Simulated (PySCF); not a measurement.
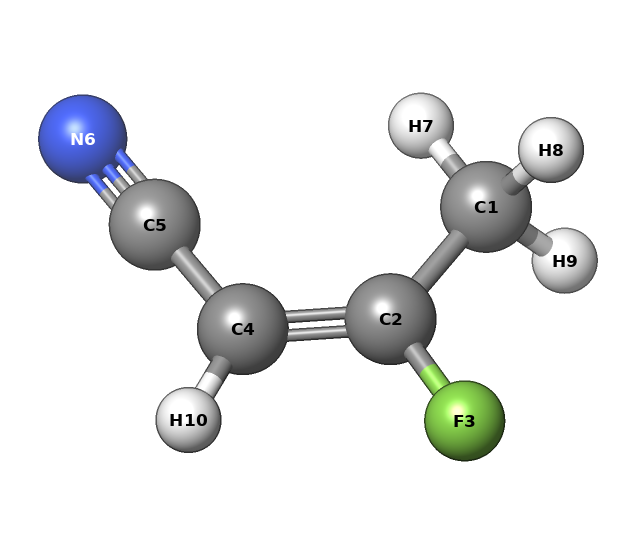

Computed geometry: PBE0-D3(BJ)/def2-SVP optimisation. No frequency run is at hand to confirm it as a minimum. Level of theory: delta-SCF UKS SCAN, pcX-2 on the ionised atom, pcseg-1 elsewhere, spin-free X2C (PySCF 2.14.0).

Give the core-electron binding energies (to vacuum) of C1 1s, C2 1s, F3 1s, C4 1s, C5 1s, N6 1s.

| atom | level | binding energy (eV) |
| --- | --- | --- |
| C1 | 1s | 292.0 |
| C2 | 1s | 294.0 |
| F3 | 1s | 693.9 |
| C4 | 1s | 291.9 |
| C5 | 1s | 292.4 |
| N6 | 1s | 404.9 |
